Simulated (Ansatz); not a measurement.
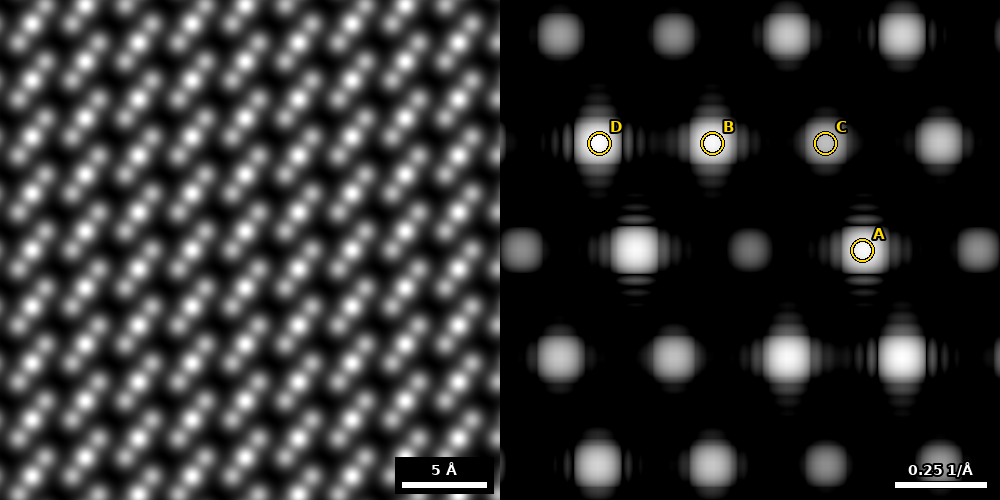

iDPC-like image of Co₂Ru (Fm-3m, No. 225) along [110]. Simulated as the projected potential of neutral atoms (B = 0.8 Å²) blurred by a 0.76 Å probe, the thin-sample limit of integrated differential phase contrast. The display is stretched by a gamma of 0.8; percentages refer to the linear signal. Model: the geometry relaxed with DFT PBE, scalar-relativistic, plane waves, PAW in Ansatz; the starting structure was generated, so it need not be a known form of this composition.

The right panel is the modulus of the image's Fourier transform on a logarithmic scale.

a = 5.542 Å, b = 5.542 Å, c = 5.542 Å, α = 90.00°, β = 90.00°, γ = 90.00°

### Index the marked spots and give their plane spacings (the zone axis points at the viewer; indices equivalent by symmetry, or all signs reversed, are as good).

A: (-1 1 1), d = 3.20 Å; B: (1 -1 1), d = 3.20 Å; C: (002), d = 2.77 Å; D: (2 -2 0), d = 1.96 Å. A and B enclose 109°, and every spot obeys the zone law hu + kv + lw = 0 for [110].
